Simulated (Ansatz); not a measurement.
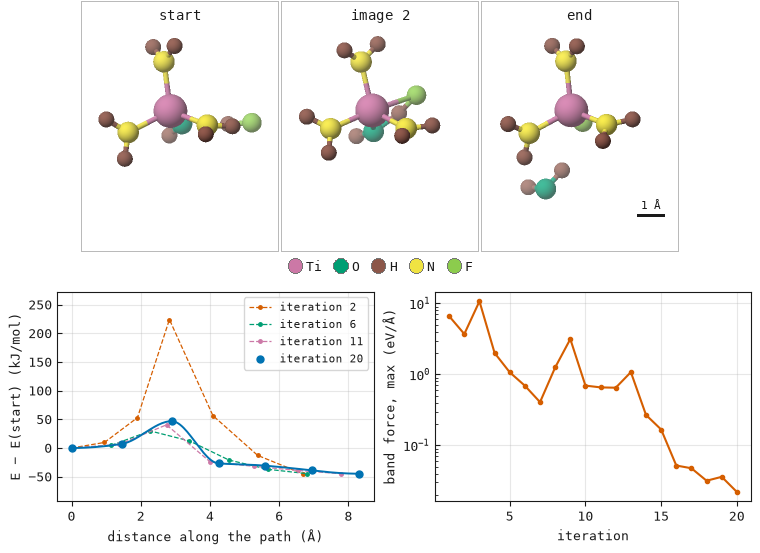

A nudged-elastic-band calculation for TiN$_{3}$H$_{8}$OF. Images are numbered from 0 (start) to 6 (end). The plot follows the band through its iterations. The picture is a ball-and-stick view, seen at a tilt.

Level of theory: RHF/def2-SVP in Ansatz. Set-up: 5 movable images; climbing image; force threshold 0.03 eV/Å; iteration limit 60; starting path through a guess of the saddle point.

Q: Judge this run.

A: The result is final at these settings. The band converged in 20 iterations. The largest component of the band force went from 6.6 to 0.022 eV/Å. The climbing image converged on the top of the path. Its vibrational analysis gives one imaginary mode (1070i cm⁻¹), as a transition state must have. The first iteration put the highest image at 506.6 kJ/mol. The energy climbs by 46.8 kJ/mol to image 2 and then falls by 91.7 kJ/mol, so the end point sits at −44.8 kJ/mol.

Limits of the set-up: Hartree-Fock leaves out electron correlation.

The run took 6.3 min on 4 threads of Intel(R) Xeon(R) Platinum 8259CL CPU @ 2.50GHz (Skylake/Cascade Lake), on a shared host, peak memory 0.46 GiB.
